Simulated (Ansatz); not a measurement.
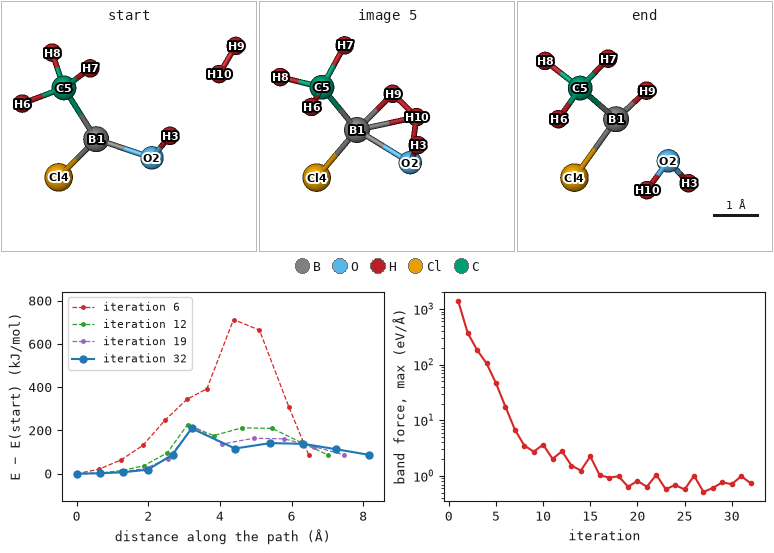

A nudged-elastic-band calculation for CH6BClO, made up at the start of CH$_{4}$BClO and H2. Images are numbered from 0 (start) to 10 (end). The plot follows the band through its iterations. The picture is a ball-and-stick view, seen at a tilt.

Level of theory: Ansatz, RKS B3LYP-D4/6-31G*. Settings: 9 movable images; climbing image; force threshold 0.05 eV/Å; iteration limit 32; optimiser L-BFGS; starting path through a guess of the saddle point.

### Did the band converge, and can the barrier be trusted?

The result isn't final. The band hadn't converged when the run stopped after 32 iterations. The largest component of the band force went from 1400 to 0.74 eV/Å. The barrier read from it is provisional, though the highest image hardly moved in the last two iterations. The first iteration put the highest image at 24354.2 kJ/mol. Forward barrier 209.6 kJ/mol, backward barrier 122.3 kJ/mol, with image 5 at the top; the reaction energy is +87.3 kJ/mol. The profile has 2 maxima (images 5, 7) with a dip at image 6 (+116.6 kJ/mol), which on an unconverged band is provisional.

Limits of the set-up: the start holds two separate molecules, 2.6 Å apart at their closest, whose relative position is a soft coordinate.

Cost: 13 min on 1 thread of AMD EPYC 7R43 64-Core Processor (Zen 3), with other jobs on the host, peak memory 0.17 GiB.
